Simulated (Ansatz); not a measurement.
The calculation's input:

```
crystal:
  periodic: [false, false, false]
  atoms:
    - {symbol: B, position_ang: [0.000000, 0.000000, -0.211273]}
    - {symbol: F, position_ang: [0.000000, 0.000000, -1.495969]}
    - {symbol: Si, position_ang: [0.000000, 0.000000, 1.707242]}
basis:
  gaussian:
    orbitals: def2-TZVPD
hamiltonian:
  xc: pbe0
output: {forces: true, orbitals: {seedname: orbitals}}
```

Run with:

```sh
ansatz run input.yaml --threads 1 --pin off --max-ram 2610MiB --events-out events.jsonl --progress --plain --runs-dir runs
```

Geometry: PBE0-D3(BJ)/def2-SVP.

These are results of isolated molecule in a Gaussian basis; Kohn-Sham density functional theory, functional PBE0 in Ansatz, not measurements.

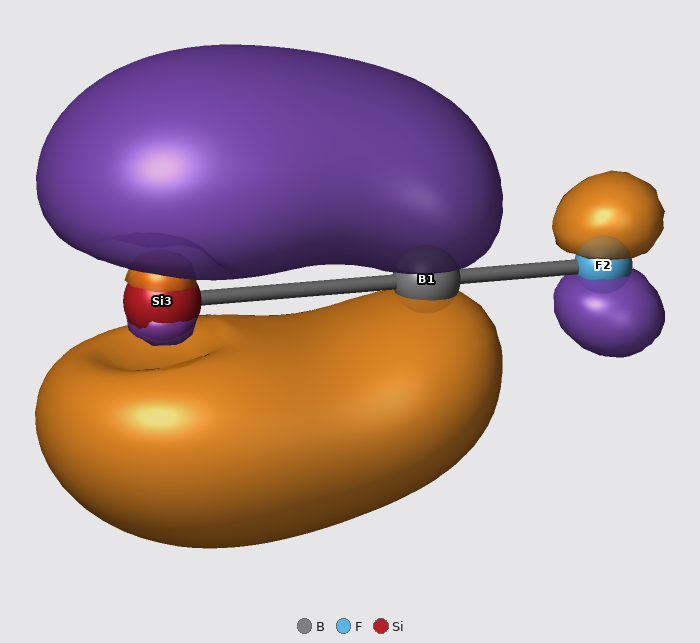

BFSi. The HOMO at ±0.15 Å⁻³ᐟ² (orange and purple are the two phases), seen from one side.

### Describe this orbital and give its energy.

Its weight (Hirshfeld) is mainly on Si3 (about 60 %) and B1 (about 35 %); π-bonding across Si3–B1. It is one of a degenerate set, so its orientation is arbitrary. Its energy is −5.46 eV.
